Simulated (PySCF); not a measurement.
# MgO+: from the state search to spectroscopic constants, part 2 of 2

PySCF 2.14.0; Mg 6-311G(d,p), O 6-311G(d,p); no relativity.

## (12) UHF

Log of the SCF at 1.856 Å:

```text
******** <class 'pyscf.scf.uhf_symm.SymAdaptedUHF'> ********
method = SymAdaptedUHF
[... 13 set-up lines left out, the same as in an earlier log ...]
Overwritten attributes  get_k get_occ get_jk get_j get_hcore  of <class 'pyscf.scf.uhf_symm.SymAdaptedUHF'>
<class 'pyscf.scf.uhf_symm.SymAdaptedUHF'> does not have attributes  refdm
[... 1 set-up line left out, the same as in an earlier log ...]
init E= -274.161596159836
cycle= 1 E= -274.173110335188  delta_E= -0.0115  |g|= 0.0344  |ddm|= 0.148
cycle= 2 E= -274.173770843805  delta_E= -0.000661  |g|= 0.0122  |ddm|= 0.0301
cycle= 3 E= -274.173903772539  delta_E= -0.000133  |g|= 0.00717  |ddm|= 0.0168
cycle= 4 E= -274.173956157605  delta_E= -5.24e-05  |g|= 0.0026  |ddm|= 0.00849
cycle= 5 E= -274.17397469894  delta_E= -1.85e-05  |g|= 0.00104  |ddm|= 0.0076
cycle= 6 E= -274.173978205395  delta_E= -3.51e-06  |g|= 0.000558  |ddm|= 0.00343
cycle= 7 E= -274.173979324851  delta_E= -1.12e-06  |g|= 0.000413  |ddm|= 0.00183
cycle= 8 E= -274.173980505011  delta_E= -1.18e-06  |g|= 0.000252  |ddm|= 0.00294
cycle= 9 E= -274.173981017987  delta_E= -5.13e-07  |g|= 0.000117  |ddm|= 0.00262
cycle= 10 E= -274.173981104622  delta_E= -8.66e-08  |g|= 3.47e-05  |ddm|= 0.00111
cycle= 11 E= -274.173981112773  delta_E= -8.15e-09  |g|= 6.8e-06  |ddm|= 0.000375
cycle= 12 E= -274.173981113136  delta_E= -3.63e-10  |g|= 1.36e-06  |ddm|= 8.14e-05
Extra cycle  E= -274.173981113141  delta_E= -4.6e-12  |g|= 8.36e-07  |ddm|= 2.98e-06
converged SCF energy = -274.173981113141  <S^2> = 0.77790321  2S+1 = 2.0277112
```

No constants are quoted: the points don't follow one smooth fit. 0.97 s of CPU time for 12 points, integrals apart.

## (13) Adding correlation

Reference: UHF; core orbitals frozen: 2; virtual orbitals above 20 hartree dropped in coupled cluster: 2. MP2 keeps all virtuals, so it differs from the MP2 energy in the coupled-cluster log.

Output of the coupled-cluster run at 1.856 Å:

```text
******** <class 'pyscf.cc.uccsd.UCCSD'> ********
CC2 = 0
CCSD nocc = (np.int64(8), np.int64(7)), nmo = (40, 40)
frozen orbitals [[0, 1, 42, 43], [0, 1, 42, 43]]
max_cycle = 80
direct = 0
conv_tol = 1e-07
conv_tol_normt = 1e-05
diis_space = 8
diis_start_cycle = 0
diis_start_energy_diff = 1e+09
max_memory 909 MB (current use 381 MB)
Init t2, MP2 energy = -0.281984734120136
Init E_corr(UCCSD) = -0.281984734121407
cycle = 1  E_corr(UCCSD) = -0.284116107681546  dE = -0.00213137356  norm(t1,t2) = 0.0821297
cycle = 2  E_corr(UCCSD) = -0.290829542249526  dE = -0.00671343457  norm(t1,t2) = 0.0327399
cycle = 3  E_corr(UCCSD) = -0.290739823079666  dE = 8.97191699e-05  norm(t1,t2) = 0.029984
cycle = 4  E_corr(UCCSD) = -0.292539271255738  dE = -0.00179944818  norm(t1,t2) = 0.0140075
cycle = 5  E_corr(UCCSD) = -0.292734490473825  dE = -0.000195219218  norm(t1,t2) = 0.00580626
cycle = 6  E_corr(UCCSD) = -0.292589756883168  dE = 0.000144733591  norm(t1,t2) = 0.00341454
cycle = 7  E_corr(UCCSD) = -0.292606293627923  dE = -1.65367448e-05  norm(t1,t2) = 0.0017447
cycle = 8  E_corr(UCCSD) = -0.292701947461827  dE = -9.56538339e-05  norm(t1,t2) = 0.000991696
cycle = 9  E_corr(UCCSD) = -0.292722664965839  dE = -2.0717504e-05  norm(t1,t2) = 0.000437752
cycle = 10  E_corr(UCCSD) = -0.292721648654586  dE = 1.01631125e-06  norm(t1,t2) = 0.00023897
cycle = 11  E_corr(UCCSD) = -0.292714193727726  dE = 7.45492686e-06  norm(t1,t2) = 0.000132381
cycle = 12  E_corr(UCCSD) = -0.292717510739326  dE = -3.3170116e-06  norm(t1,t2) = 4.75102e-05
cycle = 13  E_corr(UCCSD) = -0.292716569577129  dE = 9.41162197e-07  norm(t1,t2) = 2.43731e-05
cycle = 14  E_corr(UCCSD) = -0.292716871958828  dE = -3.02381699e-07  norm(t1,t2) = 1.15189e-05
cycle = 15  E_corr(UCCSD) = -0.29271671362412  dE = 1.58334708e-07  norm(t1,t2) = 5.98244e-06
cycle = 16  E_corr(UCCSD) = -0.292716663518382  dE = 5.01057381e-08  norm(t1,t2) = 3.93169e-06
UCCSD converged
E(UCCSD) = -274.4666977766594  E_corr = -0.292716663518382
UCCSD(T) correction = -0.00609031279238163
```

Correlation energy (eV) along the bond:

```
R (Å)     MP2  SCS-MP2    CCSD  CCSD(T)     T1
1.596  -7.573   -7.340     n/a      n/a    n/a
1.670  -7.615   -7.381  -7.864   -8.008  0.019
1.745  -7.658   -7.423  -7.904   -8.057  0.020
1.800  -7.688   -7.454  -7.935   -8.094  0.021
1.856  -7.715   -7.480  -7.965   -8.131  0.022
1.912  -7.727   -7.491  -7.993   -8.164  0.023
1.986  -7.331   -7.073  -7.991   -8.140  0.061
2.079  -6.815   -6.563  -7.813   -7.950  0.094
2.190  -6.574   -6.332  -7.544   -7.686  0.096
2.339  -6.405   -6.171     n/a      n/a    n/a
```

UHF-MP2: No constants are quoted: the points don't follow one smooth fit.

UHF-SCS-MP2: No constants are quoted: the points don't follow one smooth fit.

UHF-CCSD: Re = 1.858 Å, ωe = 695 cm⁻¹, ωexe = 6.40 cm⁻¹, αe = 0.00515 cm⁻¹, Be = 0.5091 cm⁻¹, De = 1.61 eV.

UHF-CCSD(T): No constants are quoted: the points don't follow one smooth fit.

## (14) All curves

Energy (eV) from each level's lowest point:

```
R (Å)    UHF  UHF-MP2  UHF-SCS-MP2  UHF-CCSD  UHF-CCSD(T)    PBE  r²SCAN  M06-L  TPSSh   PBE0  B97-3  HSE06
1.596  0.777    0.919        0.917       n/a          n/a  0.969   0.894  0.841  0.916  0.869  0.866  0.869
1.670  0.312    0.411        0.411     0.414        0.435  0.457   0.399  0.357  0.417  0.384  0.379  0.385
1.745  0.072    0.129        0.129     0.133        0.146  0.162   0.126  0.098  0.137  0.118  0.114  0.119
1.800  0.001    0.028        0.027     0.031        0.038  0.046   0.029  0.013  0.034  0.025  0.022  0.025
1.856  0.000    0.000        0.000     0.000        0.000  0.000   0.000  0.000  0.000  0.000  0.000  0.000
1.912  0.050    0.038        0.039     0.023        0.017  0.007   0.025  0.042  0.019  0.028  0.031  0.028
1.986  0.138    0.522        0.545     0.112        0.129  0.078   0.118  0.162  0.107  0.125  0.133  0.125
2.079  0.131    1.031        1.048     0.283        0.311  0.234   0.296  0.382  0.283  0.309  0.321  0.308
2.190  0.111    1.251        1.259     0.533        0.556  0.479   0.554  0.706  0.547  0.571  0.589  0.570
2.339  0.102    1.411        1.410       n/a          n/a  0.838   0.909  1.173  0.912  0.914  0.952  0.913
```

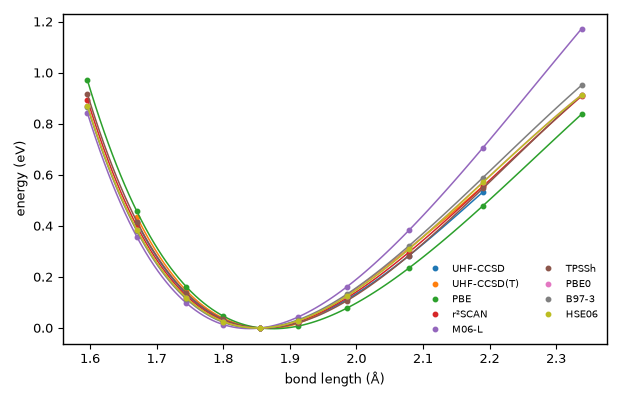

All levels on one scale; every curve starts from its own lowest point. Far from equilibrium a single determinant need not separate into the right atoms, and MP2 on it can jump. Curves with a jump are left out.

The whole job (state search and all levels along the bond) took 1.8 min on 1 thread of Arm Neoverse V2 (shared host), peak memory 0.5 GiB.

## (15) Constants by level of theory

What follows sums up all 2 parts.

Lowest PBE0 solution found, without spin–orbit coupling: ²Π (doublet), unpaired electrons π ↑. State 2 has its PBE0 minimum 1.08 eV higher. State 3 has its PBE0 minimum 1.51 eV higher. The other levels ran on the lowest alone.

```
   level  Re (Å)  ωe (cm⁻¹)  De (eV)  μ (D)
UHF-CCSD   1.858        695     1.61    n/a
     PBE   1.875        666     2.40  -7.76
  r²SCAN   1.855        696     2.19  -8.38
   M06-L   1.840        735      n/a  -9.02
   TPSSh   1.861        689     2.14  -8.27
    PBE0   1.852        700     1.98  -8.38
   B97-3   1.849        709     2.10  -8.60
   HSE06   1.852        700     1.99  -8.36
```

De is counted to Mg+ + O in their ground configurations. A positive dipole points from Mg to O; in an ion it is taken about the centre of mass and does not tell which atom is negative. No constants: UHF (the points don't follow one smooth fit); UHF-MP2 (the points don't follow one smooth fit); UHF-SCS-MP2 (the points don't follow one smooth fit); UHF-CCSD(T) (the points don't follow one smooth fit).

Time per point (s) on 1 thread of Arm Neoverse V2, shared host (CPU time, shared integrals of 0.03 s apart; correlated levels include their reference; CCSD comes with the CCSD(T) run); the times are rough: PBE 0.44, r²SCAN 0.68, M06-L 1.3, TPSSh 0.75, PBE0 0.62, B97-3 0.38, HSE06 0.59.

Bond lengths run from 1.840 Å (M06-L) to 1.875 Å (PBE). Of the levels with a De here, UHF-CCSD gives the least (1.61 eV) and PBE the most (2.40 eV).

Correlated steps freeze 2 core orbitals. T1 is 0.022 near the minimum (highest on the curve 0.096), which may point to more than one leading configuration.
